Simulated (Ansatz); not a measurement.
Ru (hcp, Mg type), frozen-phonon scan

Ru (hcp, Mg type)

```xyz
4
Lattice="2.7046 0.0000 0.0000 -1.3523 2.3422 0.0000 0.0000 0.0000 8.5202" Properties=species:S:1:pos:R:3 pbc="T T T"
Ru     0.0000     1.5615     3.1951
Ru     0.0000     1.5615     7.4552
Ru     1.3523     0.7807     1.0650
Ru     1.3523     0.7807     5.3251
```

A phonon eigenvector at A = (0.0, 0.0, 0.5) is frozen into this cell: atom i moves by Q times the vector below, so Q is the largest atomic displacement, in Å. The cell is held. It is one choice among 2 degenerate patterns. (q is in reciprocal vectors of the primitive cell; the cell shown is doubled to hold the pattern.)

| atom | x | y | z |
|---|---|---|---|
| Ru1 | 0.000 | 0.000 | -1.000 |
| Ru2 | 0.000 | 0.000 | 1.000 |

Atoms not listed stay in place.

These are r2SCAN (plane waves to 500 eV, PAW, scalar-relativistic; Ansatz, a program for electronic structure) values and carry that method's errors. k mesh 20×20×6 (Γ-centred), Fermi-Dirac smearing 0.05 eV. E stands for the smeared free energy. With partly filled bands, energies and forces of such displacements shift with the k mesh and the smearing. Ru is run without spin polarisation. Ru was relaxed with its symmetry unable to fall. The zero of ΔE is the undisplaced structure.

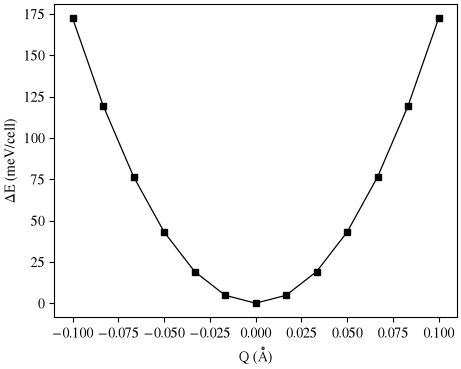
Fig. 1. ΔE (meV/cell) against Q (Å); one marker a computed point.

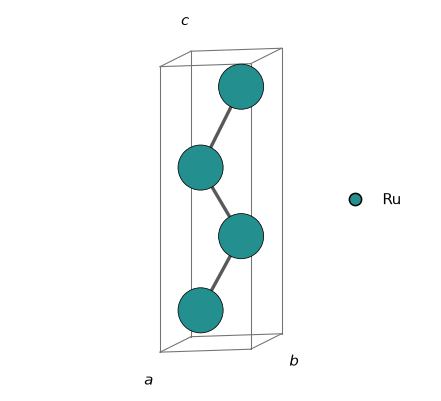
Fig. 1. The cell of the calculation at Q = 0.100 Å.

The energy at Q = 0.100 Å is 172 meV/cell. Wavenumber by perturbation theory (DFPT, on another k mesh): 216 cm⁻¹. Harmonic wavenumber from the curvature (finite differences): 216 cm⁻¹. Space group of the distorted cell: P-6m2 (No. 187), lowered from P6_3/mmc. Symmetry of the curve: even: the same for both signs.

E″ = 34.53 eV/Å², M = Σ mᵢ|uᵢ|² = 202.1 u, ν̃ = 521.5·√(|E″|/M).

(A displaced cell: forces are minus the slopes of the energy, force constants its curvatures, and phonons follow from these.)
